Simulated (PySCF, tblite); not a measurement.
# C4H12O2Si2: geometry, infrared bands and NMR shifts

What infrared bands and NMR shifts should C4H12O2Si2 (`CC(=O)C[SiH2]C[SiH2]O`) show?

Computed with tblite 0.8.0 and PySCF 2.14.0, with density-fitted response routines of our own, on a single molecule in the gas phase. Atoms count from 0, in the outputs and in this text.

**1. The molecule as given**

20 atoms, charge 0, multiplicity 1; geometry from: force field or distance geometry start.

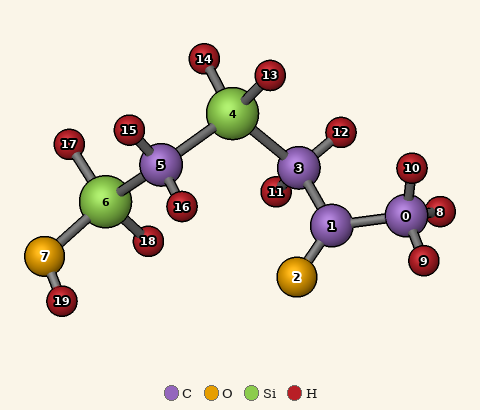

The starting geometry (carbon purple, oxygen amber, silicon green, hydrogen red), atoms numbered; sticks join atoms by distance.

**2. Relaxing the molecule with GFN2-xTB**

What the job is given:

```
{"job": {"kind": "relax", "xc": "GFN2-xTB", "basis": "xTB"}, "charge": 0, "multiplicity": 1}
C     -3.113700     0.345700    -0.912200
C     -1.646200     0.142600    -1.099300
O     -0.960800     0.877700    -1.803000
C     -1.006800    -0.998000    -0.343300
Si     0.075000    -0.474500     1.083200
C      1.399700     0.730500     0.631400
Si     2.642300    -0.144500    -0.417200
O      3.795700     0.886000    -1.025600
H     -3.656500    -0.543100    -1.248000
H     -3.450800     1.204200    -1.504100
H     -3.345200     0.545700     0.138600
H     -0.449100    -1.607000    -1.059900
H     -1.805800    -1.659300     0.049700
H     -0.802300     0.165600     2.082400
H      0.636300    -1.662100     1.751300
H      1.880700     1.120000     1.551400
H      0.986900     1.595300     0.107100
H      3.335200    -1.199400     0.371000
H      1.990600    -0.800200    -1.564700
H      3.489800     1.485500    -1.720800
```

Run with:

```bash
OMP_NUM_THREADS=1 python probes_run.py task.json out
```

This one command runs all jobs of the session in turn.

What it wrote:

```text
step      E/eV     max force
  0    -715.62790    1.861
  1    -715.74324    1.644
  2    -715.76908    0.765
  3    -715.78398    0.366
  4    -715.79981    0.302
  5    -715.81395    0.456
  6    -715.83075    0.369
  7    -715.84439    0.267
  8    -715.85581    0.200
  9    -715.86425    0.212
 10    -715.87005    0.177
 11    -715.87385    0.144
 12    -715.87663    0.133
 13    -715.87879    0.124
 14    -715.88078    0.110
 15    -715.88270    0.102
 16    -715.88457    0.113
 17    -715.88639    0.120
 18    -715.88808    0.097
 19    -715.88957    0.080
 20    -715.89101    0.083
 21    -715.89252    0.086
 22    -715.89404    0.097
 23    -715.89552    0.084
 24    -715.89692    0.078
 25    -715.89819    0.087
 26    -715.89930    0.085
 27    -715.90016    0.075
 28    -715.90089    0.067
 29    -715.90167    0.088
 30    -715.90256    0.099
 31    -715.90353    0.082
 32    -715.90450    0.081
 33    -715.90536    0.069
 34    -715.90611    0.080
 35    -715.90671    0.067
 36    -715.90717    0.043
 37    -715.90755    0.042
 38    -715.90790    0.046
 39    -715.90823    0.043
 40    -715.90854    0.051
 41    -715.90886    0.050
 42    -715.90919    0.043
 43    -715.90953    0.039
 44    -715.90987    0.043
 45    -715.91019    0.048
 46    -715.91053    0.051
 47    -715.91088    0.045
 48    -715.91127    0.047
 49    -715.91173    0.058
 50    -715.91226    0.063
 51    -715.91277    0.058
 52    -715.91316    0.046
 53    -715.91344    0.036
 54    -715.91371    0.040
 55    -715.91400    0.036
 56    -715.91424    0.038
 57    -715.91442    0.034
 58    -715.91459    0.033
 59    -715.91479    0.041
 60    -715.91499    0.039
 61    -715.91514    0.027
 62    -715.91524    0.020
 63    -715.91534    0.027
 64    -715.91546    0.033
 65    -715.91560    0.029
 66    -715.91576    0.028
 67    -715.91594    0.030
 68    -715.91617    0.037
 69    -715.91638    0.038
 70    -715.91654    0.031
 71    -715.91666    0.022
 72    -715.91680    0.029
 73    -715.91698    0.041
 74    -715.91715    0.048
 75    -715.91729    0.035
 76    -715.91738    0.018
 77    -715.91746    0.020
 78    -715.91754    0.024
 79    -715.91764    0.033
 80    -715.91776    0.028
 81    -715.91788    0.024
 82    -715.91799    0.032
 83    -715.91807    0.022
 84    -715.91811    0.013
 85    -715.91815    0.013
 86    -715.91819    0.021
 87    -715.91824    0.024
 88    -715.91828    0.025
 89    -715.91832    0.014
 90    -715.91835    0.014
 91    -715.91838    0.023
 92    -715.91843    0.024
 93    -715.91848    0.022
 94    -715.91853    0.016
 95    -715.91857    0.014
 96    -715.91861    0.017
 97    -715.91866    0.022
 98    -715.91874    0.027
 99    -715.91885    0.034
100    -715.91895    0.026
101    -715.91901    0.020
102    -715.91906    0.017
103    -715.91911    0.023
104    -715.91917    0.025
105    -715.91922    0.019
106    -715.91926    0.015
107    -715.91929    0.013
108    -715.91934    0.021
109    -715.91942    0.028
110    -715.91950    0.024
111    -715.91955    0.011
112    -715.91957    0.011
113    -715.91959    0.013
114    -715.91963    0.018
115    -715.91969    0.025
116    -715.91976    0.021
117    -715.91979    0.011
118    -715.91980    0.009
```

Wall time 3 s (1 thread of Intel Xeon at 2.50GHz, shared host); peak memory 0.18 GiB.

Step by step: (not every step is listed)

```csv
step,energy from step 0 (eV),largest force (eV/Å)
0,0.0000,1.8612
1,-0.1153,1.6439
2,-0.1412,0.7653
3,-0.1561,0.3664
4,-0.1719,0.3022
5,-0.1861,0.4556
6,-0.2029,0.3695
7,-0.2165,0.2670
8,-0.2279,0.1996
18,-0.2602,0.0975
28,-0.2730,0.0674
38,-0.2800,0.0459
48,-0.2834,0.0470
58,-0.2867,0.0330
68,-0.2883,0.0371
78,-0.2896,0.0243
88,-0.2904,0.0251
98,-0.2908,0.0268
108,-0.2914,0.0215
113,-0.2917,0.0128
114,-0.2917,0.0175
115,-0.2918,0.0247
116,-0.2919,0.0207
117,-0.2919,0.0112
118,-0.2919,0.0088
```

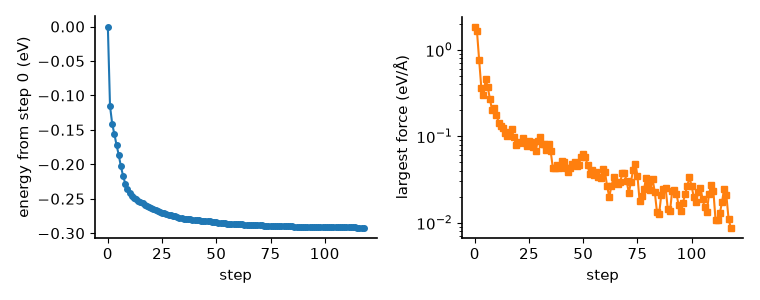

Energy and force, step by step.

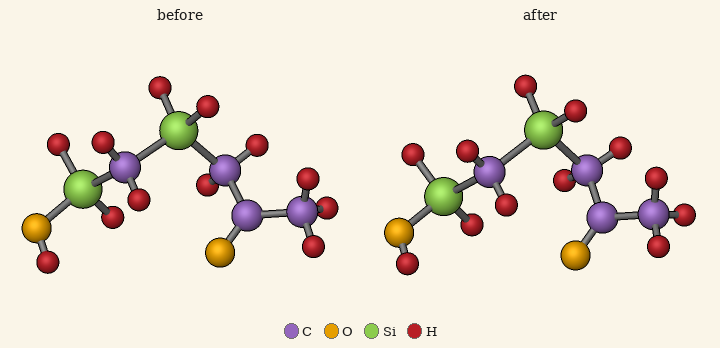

Before and after, at one scale.

Close pairs (by a distance rule), those that changed most:

```
   bond  before (Å)  after (Å)  change (Å)
 C5–Si6       1.846      1.908      +0.061
 C3–Si4       1.865      1.923      +0.057
 Si4–C5       1.847      1.887      +0.040
 Si6–O7       1.662      1.628      -0.034
Si6–H17       1.488      1.459      -0.029
  C1–C3       1.510      1.484      -0.026
 C3–H12       1.109      1.086      -0.023
 C5–H15       1.109      1.090      -0.019
```

The next job starts from the end point, and lists it.

**3. Infrared spectrum with GFN2-xTB**

What the job is given:

```
{"job": {"kind": "ir", "xc": "GFN2-xTB", "basis": "xTB"}, "charge": 0, "multiplicity": 1}
C     -2.923034     0.464899    -0.828490
C     -1.521264    -0.007429    -1.137827
O     -0.819294     0.550350    -1.951862
C     -1.060256    -1.165116    -0.332035
Si    -0.072632    -0.499275     1.177225
C      1.272275     0.669442     0.556881
Si     2.611706    -0.138332    -0.535218
O      3.706309     0.960448    -1.028944
H     -3.636811    -0.259106    -1.218356
H     -3.110432     1.429151    -1.294256
H     -3.063637     0.535094     0.247406
H     -0.378134    -1.777041    -0.917732
H     -1.895650    -1.772659     0.004761
H     -1.027434     0.194135     2.060268
H      0.464986    -1.668863     1.880963
H      1.752130     1.157376     1.405327
H      0.793849     1.461481    -0.021631
H      3.451324    -1.035015     0.251678
H      1.999326    -0.796846    -1.686957
H      3.451526     1.707981    -1.563319
```

What it wrote:

```text
mode    cm-1     km/mol
  1      10.3      2.42
  2      38.1      3.67
  3      48.3      1.80
  4     105.8      3.55
  5     114.6      2.91
  6     121.3      0.84
  7     156.1      0.46
  8     189.1      5.21
  9     235.7      3.13
 10     279.1    125.35
 11     385.4      1.22
 12     452.3     43.30
 13     470.9     26.80
 14     507.0      9.85
 15     539.1      1.01
 16     574.2      4.04
 17     605.5     25.73
 18     632.3     86.52
 19     681.9     41.50
 20     702.0     37.53
 21     743.6    242.20
 22     754.5    102.52
 23     775.3    342.22
 24     784.6    343.44
 25     798.3    294.08
 26     813.8    107.40
 27     837.1    156.56
 28     888.1     73.21
 29     894.2    171.33
 30     972.0     39.62
 31     981.9     25.20
 32    1019.9      1.95
 33    1105.8     13.10
 34    1135.3    127.71
 35    1150.4    125.85
 36    1211.4    225.38
 37    1367.5     34.69
 38    1445.9      0.18
 39    1448.6      4.68
 40    1459.6      5.60
 41    1466.9      8.40
 42    1738.1    309.61
 43    2175.3    368.18
 44    2234.0    241.60
 45    2269.2    374.58
 46    2299.9    255.16
 47    2969.2     31.44
 48    2981.7     24.19
 49    3017.0      5.61
 50    3018.2     16.89
 51    3022.3     32.88
 52    3034.4     14.23
 53    3050.2     17.94
 54    3667.3     17.02
```

It took 2.8 s on 1 thread of Intel Xeon at 2.50GHz, shared host; peak memory 0.18 GiB.

Which atoms move in the most intense modes:

| cm⁻¹ | km/mol | atoms |
| --- | --- | --- |
| 744 | 242.2 | H18 26 %, C5 16 %, Si4 10 % |
| 775 | 342.2 | H17 41 %, H18 33 % |
| 785 | 343.4 | H13 40 %, H14 33 %, H19 13 % |
| 798 | 294.1 | H19 29 %, C3 12 %, H12 11 %, H11 11 % |
| 1738 | 309.6 | C1 62 %, O2 36 % |
| 2175 | 368.2 | H13 95 % |
| 2269 | 374.6 | H18 88 % |
| 2300 | 255.2 | H17 88 % |

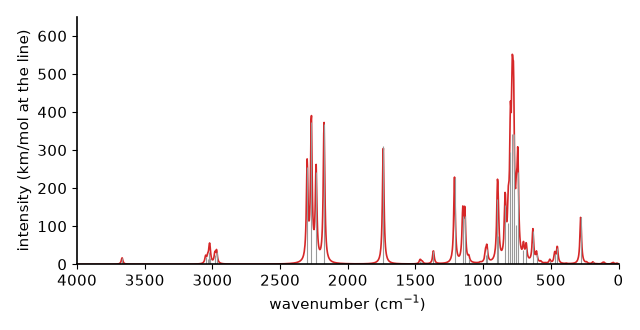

The infrared spectrum from these modes, unscaled. Lines are broadened to a width of 14 cm⁻¹ (Lorentzian).

**4. Nuclear shieldings: PBE0/pcSseg-1**

Settings changed since step 3:

```diff
@@ -1,2 +1,2 @@
-{"job": {"kind": "ir", "xc": "GFN2-xTB", "basis": "xTB"}, "charge": 0, "multiplicity": 1}
+{"job": {"kind": "nmr", "xc": "PBE0", "basis": "pcSseg-1"}, "charge": 0, "multiplicity": 1}
 C     -2.923034     0.464899    -0.828490
```

Method: GIAO PBE0/pcSseg-1 NMR shielding, non-relativistic, gas phase.

What it wrote:

```text
coarse grid: 17208 points
cycle   1  E = -888.1904561929  dE =  8.091e-01  |g| = 1.079e+00  |ddm| = 3.925e+00
cycle   2  E = -887.7002034787  dE =  4.903e-01  |g| = 1.917e+00  |ddm| = 2.850e+00
cycle   3  E = -888.3999754926  dE = -6.998e-01  |g| = 2.849e-01  |ddm| = 2.245e+00
cycle   4  E = -888.4158212580  dE = -1.585e-02  |g| = 8.945e-02  |ddm| = 2.708e-01
cycle   5  E = -888.4171601630  dE = -1.339e-03  |g| = 2.928e-02  |ddm| = 8.194e-02
cycle   6  E = -888.4173197427  dE = -1.596e-04  |g| = 6.122e-03  |ddm| = 2.367e-02
cycle   7  E = -888.4173278333  dE = -8.091e-06  |g| = 1.617e-03  |ddm| = 7.310e-03
final grid: 155568 points
cycle   8  E = -888.4835917129  dE = -1.634e-05  |g| = 1.415e-02  |ddm| = 2.520e-02
cycle   9  E = -888.4835012399  dE =  9.047e-05  |g| = 2.596e-02  |ddm| = 2.883e-02
cycle  10  E = -888.4836301817  dE = -1.289e-04  |g| = 2.697e-03  |ddm| = 2.025e-02
cycle  11  E = -888.4836316777  dE = -1.496e-06  |g| = 3.379e-04  |ddm| = 2.420e-03
cycle  12  E = -888.4836316953  dE = -1.760e-08  |g| = 1.589e-04  |ddm| = 3.556e-04
cycle  13  E = -888.4836317003  dE = -4.919e-09  |g| = 2.932e-05  |ddm| = 1.342e-04
cycle  14  E = -888.4836317004  dE = -1.569e-10  |g| = 9.794e-06  |ddm| = 3.076e-05
converged SCF energy = -888.4836317004

GIAO shielding tensors (ppm)
atom      isotropic    diamagn.    paramagn.     s11        s22        s33       span
  0 C      153.738     253.979    -100.241    130.445    139.195    191.573     61.128
  1 C      -24.698     250.887    -275.586   -106.451    -70.335    102.691    209.143
  2 O     -325.635     406.021    -731.656   -900.757   -403.449    327.300   1228.058
  3 C      153.497     259.986    -106.489    127.056    144.442    188.992     61.936
  4 Si     394.381     882.915    -488.534    352.695    395.071    435.377     82.682
  5 C      188.565     262.533     -73.969    177.973    190.791    196.930     18.957
  6 Si     366.746     878.407    -511.662    315.000    362.922    422.314    107.314
  7 O      312.021     384.353     -72.332    282.878    316.747    336.437     53.558
  8 H       29.499      28.296       1.203     26.351     28.411     33.735      7.384
  9 H       29.909      29.709       0.199     26.651     27.913     35.162      8.511
 10 H       29.314      31.668      -2.353     26.053     30.465     31.425      5.372
 11 H       29.749      34.467      -4.718     26.302     28.469     34.475      8.172
 12 H       29.403      33.424      -4.020     25.842     29.229     33.139      7.297
 13 H       27.320      31.192      -3.872     23.384     26.090     32.485      9.101
 14 H       27.423      30.929      -3.506     23.941     25.741     32.588      8.646
 15 H       31.601      32.130      -0.529     26.379     29.080     39.344     12.965
 16 H       31.474      36.829      -5.356     27.129     30.457     36.835      9.705
 17 H       26.817      29.115      -2.298     22.691     26.256     31.502      8.811
 18 H       26.275      31.150      -4.875     22.002     26.984     29.839      7.837
 19 H       30.784      31.650      -0.866     22.637     26.473     43.243     20.606
```

Wall time 2.4 min (1 thread of Intel Xeon at 2.50GHz, shared host); peak memory 1 GiB.

Shifts follow as δ = σ(reference) − σ, with reference shieldings (ppm) from runs at the same level and on the same kind of geometry: ¹H TMS 31.72, ¹³C TMS 186.9, ²⁹Si TMS 349.2, ¹⁷O H2O 336.1. The references are single molecules in the gas phase, so shifts against H2O, NH3, PH3, H3PO4 or CFCl3 are not on the usual liquid scales and can be off by tens of ppm. Atoms listed in one row are averaged.

```
      atoms                                           environment  σ (ppm)  δ (ppm)  δ scaled to CDCl3
         C1                                ketone carbonyl carbon    -24.7    211.6              204.6
         C3                 sp3 CH2 bonded to Si, α to a carbonyl    153.5     33.4               30.7
         C0                         methyl carbon α to a carbonyl    153.7     33.2               30.5
         C5                                sp3 CH2 bonded to 2 Si    188.6     -1.6               -3.5
   H17, H18                  hydrogen on a silicon bonded to C, O    26.55     5.17                  –
   H13, H14                   hydrogen on a silicon bonded to 2 C    27.37     4.35                  –
H8, H9, H10           hydrogen on a methyl carbon α to a carbonyl    29.57     2.14               2.13
   H11, H12  hydrogen on an sp3 CH2 bonded to Si, α to a carbonyl    29.58     2.14               2.12
        H19                    hydrogen on an oxygen bonded to Si    30.78     0.93                  –
   H15, H16                 hydrogen on an sp3 CH2 bonded to 2 Si    31.54     0.18               0.27
         O2                                         ketone oxygen   -325.6    661.7                  –
         O7                                oxygen bonded to Si, H    312.0     24.1                  –
        Si6                           silicon bonded to C, O, 2 H    366.7    -17.6                  –
        Si4                            silicon bonded to 2 C, 2 H    394.4    -45.2                  –
```

The scaled column applies a straight-line fit of computed shieldings to shifts measured in CDCl3 (root-mean-square error 0.16 ppm for H, 1.9 ppm for C).

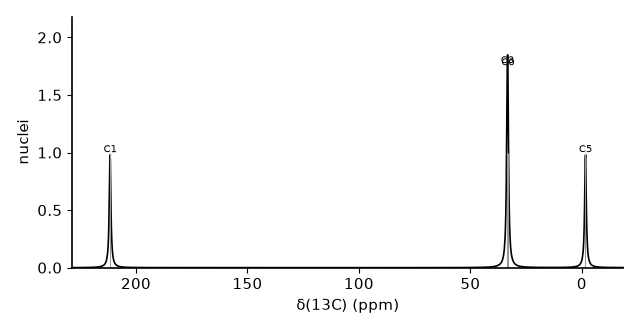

¹³C lines at the computed shifts, without couplings. Lines are broadened to a width of 0.85 ppm (Lorentzian).

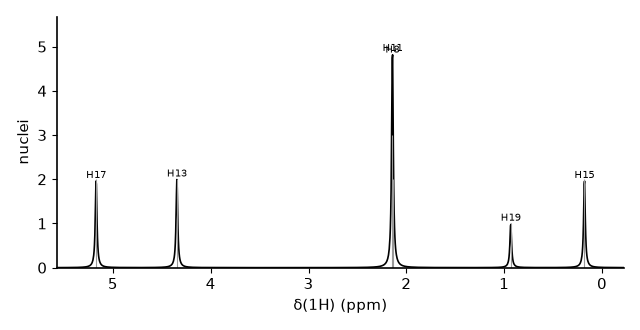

¹H lines at the computed shifts, without couplings. Lines are broadened to a width of 0.02 ppm (Lorentzian).

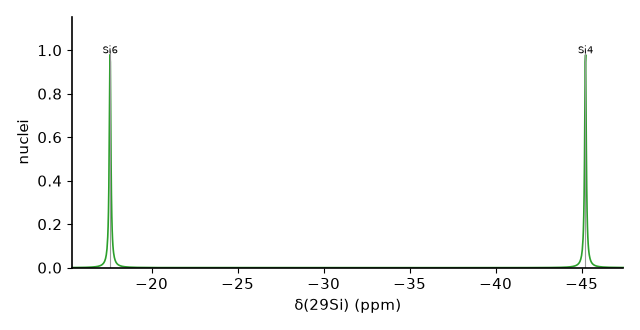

²⁹Si lines at the computed shifts, without couplings. Lines are broadened to a width of 0.11 ppm (Lorentzian).

Charges from the same density, by scheme (e):

```
atoms  Mulliken    IAO  Hirshfeld  ESP fit
   C0     -0.26  -0.48      -0.12    -0.66
   C1      0.12   0.40       0.17     0.78
   O2     -0.37  -0.44      -0.24    -0.53
   C3     -0.52  -0.59      -0.17    -0.69
  Si4      0.64   0.77       0.35     0.59
   C5     -0.88  -0.86      -0.26    -0.73
  Si6      0.85   1.02       0.40     0.82
   O7     -0.56  -0.79      -0.31    -0.73
```

ESP fit charges:

C0 -0.66; C1 0.78; O2 -0.53; C3 -0.69; Si4 0.59; C5 -0.73; Si6 0.82; O7 -0.73; H8 0.18; H9 0.17; H10 0.18; H11 0.19; H12 0.18; H13 -0.14; H14 -0.12; H15 0.19; H16 0.20; H17 -0.14; H18 -0.17; H19 0.44

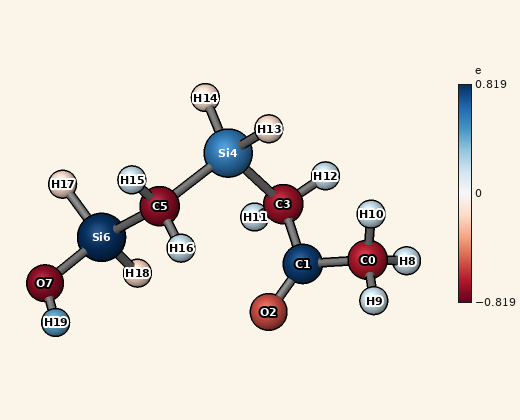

ESP fit charges, as colours on the atoms.

Mayer bond orders: C0–C1 1.00, C1–O2 1.98, C1–C3 1.00, C3–Si4 0.85, Si4–C5 0.95, C5–Si6 0.86, Si6–O7 1.03.

Orbitals, density, ELF and potential are computed afterwards from the orbital file.

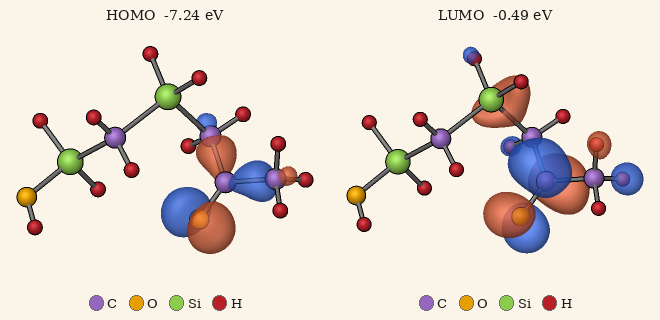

PBE0/pcSseg-1 orbitals near the gap, drawn at the value that encloses 70 % of each; the two colours are the two signs.

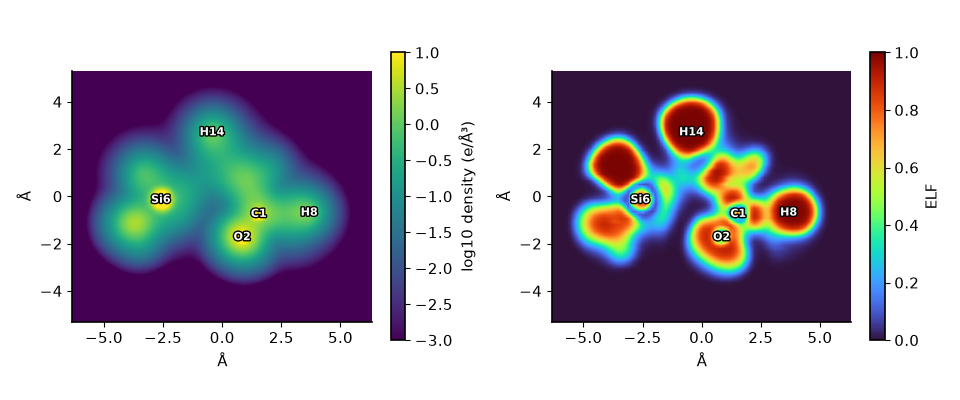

Density (left) and ELF (right) in a plane through or near 5 of the atoms.

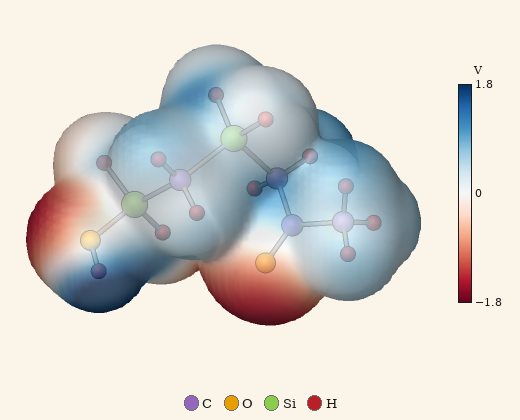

Electrostatic potential on the surface of density 0.002 e/bohr³; red is low, blue high. It runs from -1.57 V near O2 to 1.80 V near H19.

**5. Results**

| quantity | value |
| --- | --- |
| strongest single infrared mode (GFN2-xTB) | 2269 cm⁻¹, 375 km/mol |
| zero-point energy (GFN2-xTB) | 92.0 kcal/mol |
| ¹³C shifts against TMS (PBE0/pcSseg-1) | 211.6, 33.4, 33.2, -1.6 ppm |
| ¹H shifts against TMS (PBE0/pcSseg-1, means over atoms taken as alike) | 5.17, 4.35, 2.14, 2.14, 0.93, 0.18 ppm |
| ¹⁷O shifts against H2O (PBE0/pcSseg-1) | 661.7, 24.1 ppm |
| ²⁹Si shifts against TMS (PBE0/pcSseg-1) | -17.6, -45.2 ppm |
| surface potential, least and greatest | -1.57 V and 1.80 V |

What this shows: Relaxing lowered the energy by 0.292 eV in 118 steps; the close pair that moved most is C5–Si6, from 1.846 to 1.908 Å. All 54 modes are real, so the xTB geometry is a minimum. The strongest single mode, at 2269 cm⁻¹, moves mainly H18. GFN2-xTB is a fitted tight-binding method: band positions and strengths are rough. Its intensities can rank the bands wrongly. C1 (ketone carbonyl carbon) lies farthest downfield among carbon, at 211.6 ppm; the double bond to the heteroatom, with no lone-pair donor beside it, deshields it most. At PBE0/pcSseg-1: Shielding is most anisotropic at O2 (span 1228 ppm, paramagnetic term -732 ppm). At PBE0/pcSseg-1, counted by nearest atom on the grid, the HOMO lies on O2 64 %; C0, C3 about 9 % each, the LUMO on C1 41 %; O2 27 %.
